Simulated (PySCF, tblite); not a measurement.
# C₅H₁₃NSSi: geometry, infrared bands and NMR shifts

Aim: predict the infrared bands and NMR shifts of C₅H₁₃NSSi (`C[C@H](N[SiH2]S)C1CC1`).

Programs: tblite 0.8.0 and PySCF 2.14.0, with density-fitted response routines of our own. Each step states its level of theory. These are calculated values for one molecule in the gas phase, unless marked as measured. Atoms count from 0, in the outputs and in this text.

### 1 The molecule as given

21 atoms, charge 0, multiplicity 1; geometry from: force field or distance geometry start.

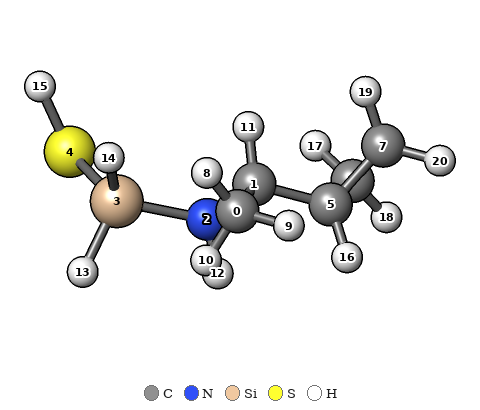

The starting geometry (carbon grey, nitrogen blue, silicon light orange, sulfur yellow, hydrogen white), atoms numbered.

### 2 Geometry optimisation with GFN2-xTB

The job: settings as JSON, then the geometry in Å.

```
{"job": {"kind": "relax", "xc": "GFN2-xTB", "basis": "xTB"}, "charge": 0, "multiplicity": 1}
C      0.148300    -1.679200    -0.726200
C     -0.126700    -0.249500    -0.280800
N      0.751900     0.074400     0.829000
Si     2.455600    -0.035400     0.387300
S      3.399200     1.857500     0.700000
C     -1.562600    -0.149200     0.210600
C     -1.932500     1.223100     0.686000
C     -2.510500     0.670500    -0.595100
H      0.732500    -1.748400    -1.659200
H     -0.834300    -2.186300    -0.810000
H      0.707900    -2.150600     0.098600
H      0.024600     0.494400    -1.063900
H      0.524600    -0.491100     1.666200
H      3.046200    -1.089100     1.278100
H      2.609900    -0.513500    -0.997800
H      3.991500     2.255500    -0.512700
H     -1.911100    -1.061300     0.749900
H     -1.204300     2.044600     0.511100
H     -2.580300     1.311200     1.585000
H     -2.151000     1.070300    -1.545600
H     -3.587800     0.368900    -0.511000
```

Started as:

```console
> OMP_NUM_THREADS=1 python probes_run.py task.json out
```

The driver reads the jobs from task.json and runs them one after another.

The log of the run:

```text
step      E/eV     max force
  0    -686.61662    1.456
  1    -686.81869    0.958
  2    -686.93220    0.585
  3    -686.97414    0.589
  4    -687.04344    0.502
  5    -687.08626    0.588
  6    -687.14213    0.462
  7    -687.17715    0.412
  8    -687.20426    0.327
  9    -687.22172    0.288
 10    -687.23647    0.263
 11    -687.24835    0.260
 12    -687.25770    0.260
 13    -687.26520    0.192
 14    -687.27058    0.138
 15    -687.27427    0.165
 16    -687.27760    0.135
 17    -687.28122    0.136
 18    -687.28539    0.159
 19    -687.28968    0.182
 20    -687.29379    0.184
 21    -687.29824    0.158
 22    -687.30370    0.172
 23    -687.30992    0.179
 24    -687.31566    0.145
 25    -687.31992    0.141
 26    -687.32351    0.142
 27    -687.32763    0.246
 28    -687.33092    0.259
 29    -687.33535    0.139
 30    -687.33841    0.105
 31    -687.34065    0.092
 32    -687.34333    0.106
 33    -687.34617    0.125
 34    -687.34892    0.117
 35    -687.35143    0.095
 36    -687.35382    0.118
 37    -687.35645    0.123
 38    -687.35927    0.235
 39    -687.36257    0.152
 40    -687.36666    0.132
 41    -687.37216    0.169
 42    -687.37581    0.173
 43    -687.38085    0.178
 44    -687.38381    0.101
 45    -687.38633    0.122
 46    -687.38808    0.134
 47    -687.39020    0.182
 48    -687.39207    0.126
 49    -687.39412    0.076
 50    -687.39491    0.079
 51    -687.39666    0.068
 52    -687.39761    0.071
 53    -687.39856    0.070
 54    -687.39939    0.069
 55    -687.40036    0.065
 56    -687.40129    0.069
 57    -687.40214    0.065
 58    -687.40294    0.068
 59    -687.40373    0.054
 60    -687.40475    0.052
 61    -687.40556    0.063
 62    -687.40658    0.069
 63    -687.40769    0.074
 64    -687.40899    0.096
 65    -687.41029    0.088
 66    -687.41173    0.075
 67    -687.41318    0.088
 68    -687.41453    0.103
 69    -687.41553    0.091
 70    -687.41661    0.077
 71    -687.41800    0.100
 72    -687.42017    0.124
 73    -687.42320    0.152
 74    -687.42691    0.166
 75    -687.42982    0.160
 76    -687.43398    0.189
 77    -687.43791    0.163
 78    -687.44513    0.222
 79    -687.44805    0.181
 80    -687.45240    0.151
 81    -687.45628    0.136
 82    -687.45960    0.140
 83    -687.46469    0.170
 84    -687.46741    0.184
 85    -687.47011    0.128
 86    -687.47206    0.136
 87    -687.47501    0.119
 88    -687.47721    0.108
 89    -687.47998    0.185
 90    -687.48246    0.121
 91    -687.48538    0.117
 92    -687.48887    0.110
 93    -687.49288    0.128
 94    -687.49717    0.146
 95    -687.48860    0.412
 96    -687.50417    0.167
 97    -687.50774    0.143
 98    -687.51426    0.385
 99    -687.52104    0.123
100    -687.52612    0.136
101    -687.53525    0.238
102    -687.53983    0.133
103    -687.54279    0.134
104    -687.54900    0.170
105    -687.55313    0.153
106    -687.55959    0.163
107    -687.56346    0.127
108    -687.56543    0.084
109    -687.56647    0.111
110    -687.56747    0.060
111    -687.56838    0.058
112    -687.56920    0.063
113    -687.56995    0.057
114    -687.57062    0.053
115    -687.57104    0.043
116    -687.57124    0.029
117    -687.57137    0.026
118    -687.57149    0.022
119    -687.57157    0.024
120    -687.57162    0.024
121    -687.57168    0.021
122    -687.57177    0.021
123    -687.57190    0.026
124    -687.57205    0.032
125    -687.57218    0.023
126    -687.57229    0.025
127    -687.57241    0.033
128    -687.57259    0.037
129    -687.57284    0.033
130    -687.57311    0.043
131    -687.57339    0.048
132    -687.57368    0.048
133    -687.57397    0.043
134    -687.57427    0.033
135    -687.57450    0.026
136    -687.57467    0.026
137    -687.57480    0.027
138    -687.57505    0.029
139    -687.57530    0.034
140    -687.57556    0.023
141    -687.57575    0.045
142    -687.57590    0.023
143    -687.57601    0.021
144    -687.57612    0.024
145    -687.57623    0.026
146    -687.57636    0.029
147    -687.57656    0.028
148    -687.57675    0.020
149    -687.57688    0.025
150    -687.57686    0.061
151    -687.57703    0.025
152    -687.57709    0.019
153    -687.57728    0.024
154    -687.57736    0.029
155    -687.57749    0.030
156    -687.57763    0.026
157    -687.57776    0.021
158    -687.57785    0.029
159    -687.57795    0.029
160    -687.57810    0.025
161    -687.57826    0.024
162    -687.57840    0.022
163    -687.57852    0.024
164    -687.57865    0.023
165    -687.57875    0.026
166    -687.57883    0.024
167    -687.57891    0.023
168    -687.57901    0.025
169    -687.57914    0.031
170    -687.57922    0.050
171    -687.57946    0.026
172    -687.57971    0.046
173    -687.58023    0.043
174    -687.58067    0.051
175    -687.58139    0.054
176    -687.58110    0.227
177    -687.58283    0.095
178    -687.58358    0.066
179    -687.58507    0.129
180    -687.58613    0.081
181    -687.58812    0.079
182    -687.58963    0.089
183    -687.59094    0.094
184    -687.59211    0.095
185    -687.59313    0.057
186    -687.59410    0.066
187    -687.59479    0.074
188    -687.59562    0.065
189    -687.59650    0.058
190    -687.59704    0.047
191    -687.59749    0.059
192    -687.59790    0.047
193    -687.59837    0.051
194    -687.59891    0.064
195    -687.59931    0.050
196    -687.59953    0.050
197    -687.59974    0.039
198    -687.59989    0.035
199    -687.59999    0.031
200    -687.60008    0.030
201    -687.60016    0.029
202    -687.60024    0.029
203    -687.60031    0.025
204    -687.60037    0.024
205    -687.60041    0.017
206    -687.60044    0.019
207    -687.60047    0.013
208    -687.60051    0.016
209    -687.60056    0.017
210    -687.60064    0.017
211    -687.60074    0.019
212    -687.60086    0.025
213    -687.60098    0.026
214    -687.60109    0.023
215    -687.60120    0.022
216    -687.60129    0.022
217    -687.60138    0.022
218    -687.60144    0.017
219    -687.60150    0.012
220    -687.60153    0.009
```

Run time: 3.5 s. Hardware: 1 thread of Arm Neoverse N1, shared host; peak memory 0.18 GiB.

Relaxation path: (not every step is listed)

| step | energy from step 0 (eV) | largest force (eV/Å) |
| --- | --- | --- |
| 0 | 0.0000 | 1.4561 |
| 1 | -0.2021 | 0.9585 |
| 2 | -0.3156 | 0.5847 |
| 3 | -0.3575 | 0.5889 |
| 4 | -0.4268 | 0.5021 |
| 5 | -0.4696 | 0.5883 |
| 6 | -0.5255 | 0.4616 |
| 7 | -0.5605 | 0.4118 |
| 8 | -0.5876 | 0.3265 |
| 28 | -0.7143 | 0.2593 |
| 48 | -0.7754 | 0.1262 |
| 68 | -0.7979 | 0.1031 |
| 88 | -0.8606 | 0.1078 |
| 108 | -0.9488 | 0.0844 |
| 128 | -0.9560 | 0.0372 |
| 148 | -0.9601 | 0.0198 |
| 168 | -0.9624 | 0.0250 |
| 188 | -0.9790 | 0.0647 |
| 208 | -0.9839 | 0.0164 |
| 215 | -0.9846 | 0.0223 |
| 216 | -0.9847 | 0.0220 |
| 217 | -0.9848 | 0.0221 |
| 218 | -0.9848 | 0.0173 |
| 219 | -0.9849 | 0.0124 |
| 220 | -0.9849 | 0.0092 |

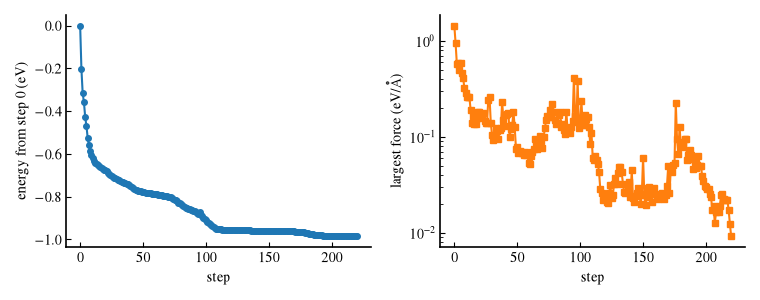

Energy and force, step by step.

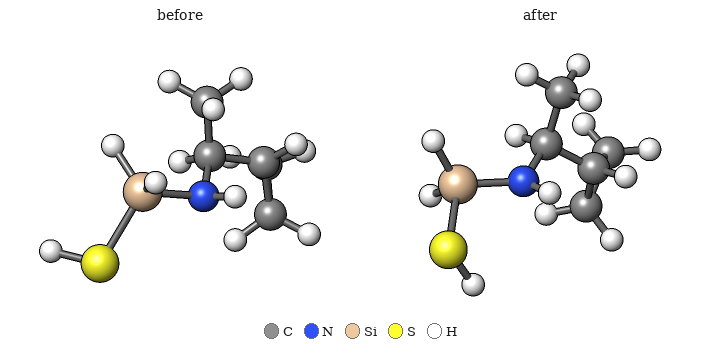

The geometry before (left) and after (right).

Distances of close pairs at the start and the end, largest changes first:

| bond | before (Å) | after (Å) | change (Å) |
| --- | --- | --- | --- |
| S4–H15 | 1.407 | 1.323 | -0.084 |
| N2–Si3 | 1.763 | 1.706 | -0.057 |
| C7–H20 | 1.122 | 1.079 | -0.042 |
| Si3–H13 | 1.501 | 1.461 | -0.039 |
| C6–H17 | 1.112 | 1.079 | -0.033 |
| C6–H18 | 1.112 | 1.079 | -0.032 |
| C5–H16 | 1.115 | 1.084 | -0.031 |
| N2–H12 | 1.036 | 1.011 | -0.025 |

The next job starts from the end point, and lists it.

### 3 Infrared spectrum with GFN2-xTB

The job: settings as JSON, then the geometry in Å.

```
{"job": {"kind": "ir", "xc": "GFN2-xTB", "basis": "xTB"}, "charge": 0, "multiplicity": 1}
C     -0.146111    -1.980546    -0.430473
C     -0.091419    -0.459248    -0.283496
N      1.057993    -0.037687     0.491299
Si     2.584605     0.300821    -0.190853
S      3.817551     0.973377     1.436039
C     -1.356798     0.064463     0.362106
C     -1.759629     1.492929     0.154609
C     -2.551005     0.391993    -0.481564
H      0.752308    -2.340518    -0.925356
H     -1.013673    -2.269356    -1.017656
H     -0.215998    -2.451344     0.548000
H      0.018418    -0.012590    -1.276376
H      1.005360    -0.362014     1.447116
H      3.365569    -0.793753    -0.763257
H      2.410173     1.392513    -1.143795
H      2.991068     1.909675     1.872953
H     -1.546454    -0.363198     1.340008
H     -1.134593     2.102209    -0.479901
H     -2.195483     2.031626     0.981861
H     -2.467689     0.257311    -1.549309
H     -3.533113     0.170280    -0.092427
```

The log of the run:

```text
mode    cm-1     km/mol
  1      36.4      1.59
  2      41.2      0.17
  3      72.3      0.94
  4     100.3      2.89
  5     132.7     30.85
  6     188.9      0.78
  7     200.4      8.13
  8     204.4      0.53
  9     305.7      3.40
 10     358.6      1.93
 11     430.8     31.89
 12     443.7     32.40
 13     503.5     60.43
 14     513.7     54.24
 15     528.1     45.16
 16     586.3      9.97
 17     682.6     80.24
 18     757.8    313.62
 19     792.4      6.06
 20     798.1    175.75
 21     839.6      9.63
 22     855.7     17.93
 23     873.8     33.39
 24     984.8     12.94
 25     989.9      4.28
 26    1013.2      4.56
 27    1029.0     15.17
 28    1071.5      0.24
 29    1076.3      2.59
 30    1090.8     12.74
 31    1102.9      0.49
 32    1152.6     37.51
 33    1161.2    127.41
 34    1170.2      4.02
 35    1237.0     16.67
 36    1265.0      6.21
 37    1290.0     10.38
 38    1372.3    124.02
 39    1399.7      7.34
 40    1402.4     16.07
 41    1440.3      0.18
 42    1489.9      3.27
 43    1493.0      0.40
 44    1496.6      1.00
 45    2254.9    317.05
 46    2290.7    135.88
 47    2479.9    122.41
 48    2943.8     38.58
 49    3028.6     11.89
 50    3036.0     50.39
 51    3041.2     39.51
 52    3044.2     21.80
 53    3089.6     27.06
 54    3091.6      8.19
 55    3093.3     20.21
 56    3111.3     67.72
 57    3423.2     10.33
```

It took 1.6 s on 1 thread of Arm Neoverse N1, shared host; peak memory 0.18 GiB.

Which atoms move in the most intense modes:

| cm⁻¹ | km/mol | atoms |
| --- | --- | --- |
| 683 | 80.2 | H15 60 %, H14 27 % |
| 758 | 313.6 | H13 41 %, H14 23 %, H15 23 % |
| 798 | 175.8 | H14 49 %, H13 45 % |
| 1161 | 127.4 | N2 28 %, C1 26 %, H11 11 % |
| 1372 | 124.0 | H12 31 %, H11 29 %, N2 16 %, C1 11 % |
| 2255 | 317.1 | H13 69 %, H14 26 % |
| 2291 | 135.9 | H14 71 %, H13 27 % |
| 2480 | 122.4 | H15 97 % |

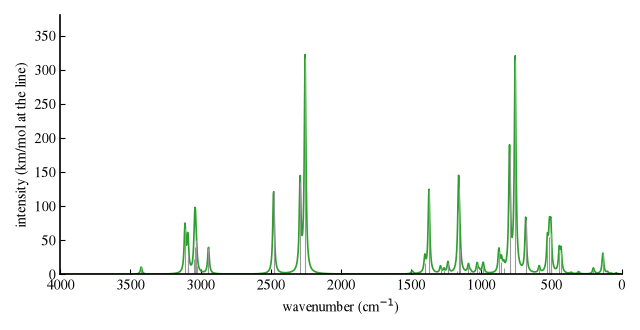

The infrared spectrum from these modes, unscaled. Lines are broadened to a width of 14 cm⁻¹ (Lorentzian).

### 4 NMR shieldings: PBE0/pcSseg-1

The job, as its differences from that of step 3:

```diff
@@ -1,2 +1,2 @@
-{"job": {"kind": "ir", "xc": "GFN2-xTB", "basis": "xTB"}, "charge": 0, "multiplicity": 1}
+{"job": {"kind": "nmr", "xc": "PBE0", "basis": "pcSseg-1"}, "charge": 0, "multiplicity": 1}
 C     -0.146111    -1.980546    -0.430473
```

With the program's defaults for keys left out, this is: GIAO PBE0/pcSseg-1 NMR shielding, non-relativistic, gas phase.

The log of the run:

```text
coarse grid: 17800 points
cycle   1  E = -940.0705842723  dE =  9.242e-01  |g| = 5.035e-01  |ddm| = 4.047e+00
cycle   2  E = -940.0535294656  dE =  1.705e-02  |g| = 5.933e-01  |ddm| = 1.098e+00
cycle   3  E = -940.1354860099  dE = -8.196e-02  |g| = 7.422e-02  |ddm| = 6.424e-01
cycle   4  E = -940.1364939623  dE = -1.008e-03  |g| = 3.546e-02  |ddm| = 1.130e-01
cycle   5  E = -940.1367721198  dE = -2.782e-04  |g| = 5.109e-03  |ddm| = 3.766e-02
cycle   6  E = -940.1367775054  dE = -5.386e-06  |g| = 2.011e-03  |ddm| = 7.113e-03
final grid: 160544 points
cycle   7  E = -940.1842500159  dE = -4.967e-05  |g| = 1.041e-02  |ddm| = 3.789e-02
cycle   8  E = -940.1842372864  dE =  1.273e-05  |g| = 1.264e-02  |ddm| = 2.358e-02
cycle   9  E = -940.1842774418  dE = -4.016e-05  |g| = 1.091e-03  |ddm| = 1.356e-02
cycle  10  E = -940.1842776878  dE = -2.460e-07  |g| = 2.885e-04  |ddm| = 1.353e-03
cycle  11  E = -940.1842777051  dE = -1.720e-08  |g| = 6.595e-05  |ddm| = 2.981e-04
cycle  12  E = -940.1842777059  dE = -8.483e-10  |g| = 2.342e-05  |ddm| = 8.549e-05
converged SCF energy = -940.1842777059

GIAO shielding tensors (ppm)
atom      isotropic    diamagn.    paramagn.     s11        s22        s33       span
  0 C      159.011     247.808     -88.798    140.651    150.951    185.431     44.780
  1 C      129.440     241.616    -112.176    111.853    125.876    150.591     38.738
  2 N      204.113     325.992    -121.879    161.174    190.565    260.601     99.427
  3 Si     381.541     880.447    -498.906    336.937    367.396    440.290    103.353
  4 S      741.015    1057.198    -316.182    634.296    708.337    880.413    246.118
  5 C      162.505     247.884     -85.379    128.379    146.450    212.686     84.307
  6 C      180.277     251.575     -71.298    149.816    176.279    214.735     64.919
  7 C      179.673     255.860     -76.188    152.401    176.210    210.407     58.006
  8 H       30.283      30.778      -0.495     25.709     28.810     36.331     10.622
  9 H       30.293      30.585      -0.292     25.054     29.030     36.795     11.741
 10 H       30.678      31.139      -0.461     28.227     28.500     35.308      7.080
 11 H       30.171      34.331      -4.160     27.239     30.905     32.369      5.130
 12 H       31.507      36.434      -4.927     23.693     32.581     38.247     14.554
 13 H       26.464      28.773      -2.309     21.950     25.179     32.262     10.312
 14 H       26.530      30.490      -3.961     22.386     25.786     31.416      9.030
 15 H       31.363      32.224      -0.861     23.269     28.659     42.163     18.895
 16 H       31.318      33.180      -1.863     25.513     29.837     38.603     13.090
 17 H       31.418      32.256      -0.838     26.161     28.879     39.213     13.052
 18 H       31.207      30.763       0.445     25.745     26.344     41.533     15.788
 19 H       31.587      32.435      -0.847     25.930     29.159     39.673     13.743
 20 H       31.142      30.749       0.393     25.417     26.392     41.618     16.201
```

Wall time 77 s (1 thread of Arm Neoverse N1, shared host); peak memory 0.96 GiB.

Shifts follow as δ = σ(reference) − σ, with reference shieldings (ppm) from runs at the same level and on the same kind of geometry: 1H TMS 31.72, 13C TMS 186.9, 29Si TMS 349.2, 15N NH3 267.7, 33S CS2 504. The references are single molecules in the gas phase, so shifts against H2O, NH3, PH3, H3PO4 or CFCl3 are not on the usual liquid scales and can be off by tens of ppm. Atoms listed in one row are averaged.

| atoms | environment | σ (ppm) | δ (ppm) | δ scaled to CDCl3 |
| --- | --- | --- | --- | --- |
| C1 | sp3 CH bonded to N | 129.4 | 57.5 | 54.2 |
| C0 | methyl carbon | 159.0 | 27.9 | 25.3 |
| C5 | three-membered-ring carbon | 162.5 | 24.4 | 21.9 |
| C7 | three-membered-ring carbon | 179.7 | 7.3 | 5.2 |
| C6 | three-membered-ring carbon | 180.3 | 6.6 | 4.6 |
| H13 | hydrogen on a silicon bonded to N, S | 26.46 | 5.25 | – |
| H14 | hydrogen on a silicon bonded to N, S | 26.53 | 5.19 | – |
| H11 | hydrogen on an sp3 CH bonded to N | 30.17 | 1.55 | 1.56 |
| H8, H9, H10 | hydrogen on a methyl carbon | 30.42 | 1.30 | 1.33 |
| H20 | hydrogen on a three-membered-ring carbon | 31.14 | 0.57 | 0.65 |
| H18 | hydrogen on a three-membered-ring carbon | 31.21 | 0.51 | 0.59 |
| H16 | hydrogen on a three-membered-ring carbon | 31.32 | 0.40 | 0.48 |
| H15 | hydrogen on a sulfur bonded to Si | 31.36 | 0.35 | – |
| H17 | hydrogen on a three-membered-ring carbon | 31.42 | 0.30 | 0.39 |
| H12 | hydrogen on a nitrogen bonded to C, Si | 31.51 | 0.21 | – |
| H19 | hydrogen on a three-membered-ring carbon | 31.59 | 0.13 | 0.23 |
| N2 | nitrogen bonded to C, Si, H | 204.1 | 63.6 | – |
| Si3 | silicon bonded to N, S, 2 H | 381.5 | -32.4 | – |
| S4 | sulfur bonded to Si, H | 741 | -237 | – |

The scaled column applies a straight-line fit of computed shieldings to shifts measured in CDCl3, with any fitted terms for Cl, Br or S neighbours (root-mean-square error 0.16 ppm for H, 1.9 ppm for C).

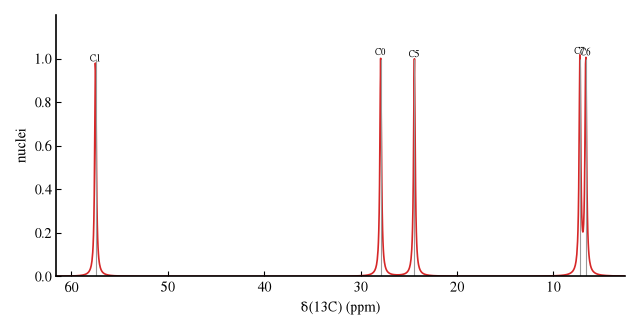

13C lines at the computed shifts, without couplings. Lines are broadened to a width of 0.20 ppm (Lorentzian).

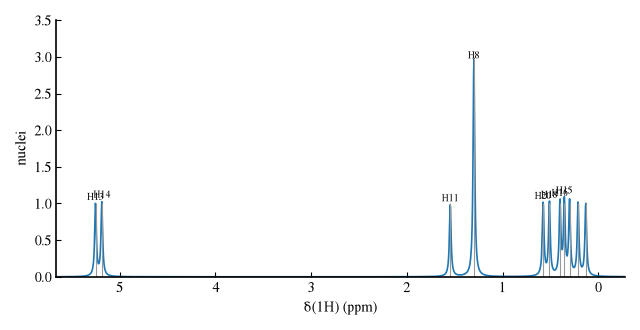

1H lines at the computed shifts, without couplings. Lines are broadened to a width of 0.02 ppm (Lorentzian).

Charges from the same density, by scheme (e):

| atoms | Mulliken | IAO | Hirshfeld | ESP fit |
| --- | --- | --- | --- | --- |
| C0 | -0.16 | -0.43 | -0.13 | -0.57 |
| C1 | -0.09 | 0.02 | 0.03 | 0.39 |
| N2 | -0.62 | -0.68 | -0.24 | -0.73 |
| Si3 | 0.69 | 0.83 | 0.34 | 0.48 |
| S4 | -0.42 | -0.33 | -0.16 | -0.41 |
| C5 | -0.24 | -0.14 | -0.04 | -0.21 |
| C6 | -0.17 | -0.29 | -0.09 | -0.37 |
| C7 | -0.19 | -0.30 | -0.09 | -0.28 |

Mulliken charges:

C0 -0.16; C1 -0.09; N2 -0.62; Si3 0.69; S4 -0.42; C5 -0.24; C6 -0.17; C7 -0.19; H8 0.12; H9 0.11; H10 0.10; H11 0.09; H12 0.19; H13 -0.10; H14 -0.09; H15 0.15; H16 0.11; H17 0.13; H18 0.13; H19 0.12; H20 0.13

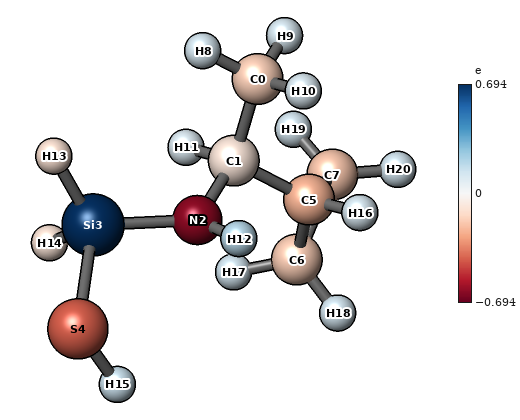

Mulliken charges, as colours on the atoms.

Mayer bond orders: C0–C1 1.03, C1–N2 0.93, N2–Si3 1.03, Si3–S4 1.00, C1–C5 0.98, C5–C6 0.96, C6–C7 0.99, C7–C5 0.95.

Ring of atoms C5, C6, C7: NICS(0) -42.9, NICS(1) -8.6, NICS(1)zz -22.1 ppm (means of both faces).

In rings of three or four atoms NICS is ruled by the nearby σ bonds, so it says little on aromaticity.

### 5 What came out

```
                                                              quantity                                                                 value
                             strongest single infrared mode (GFN2-xTB)                                                 2255 cm⁻¹, 317 km/mol
                                          zero-point energy (GFN2-xTB)                                                        105.7 kcal/mol
                                13C shifts against TMS (PBE0/pcSseg-1)                                        57.5, 27.9, 24.4, 7.3, 6.6 ppm
1H shifts against TMS (PBE0/pcSseg-1, means over atoms taken as alike)  5.25, 5.19, 1.55, 1.30, 0.57, 0.51, 0.40, 0.35, 0.30, 0.21, 0.13 ppm
                                15N shifts against NH3 (PBE0/pcSseg-1)                                                              63.6 ppm
                               29Si shifts against TMS (PBE0/pcSseg-1)                                                             -32.4 ppm
                                33S shifts against CS2 (PBE0/pcSseg-1)                                                              -237 ppm
```

What this shows: Relaxing lowered the energy by 0.985 eV in 220 steps; the close pair that moved most is S4–H15, from 1.407 to 1.323 Å. All 57 modes are real, so the xTB geometry is a minimum. The strongest single mode, at 2255 cm⁻¹, moves mainly H13. GFN2-xTB is a fitted tight-binding method: band positions and strengths are rough. Its intensities can rank the bands wrongly. At PBE0/pcSseg-1: The largest span, 246 ppm, is at S4, where the paramagnetic term is -316 ppm.
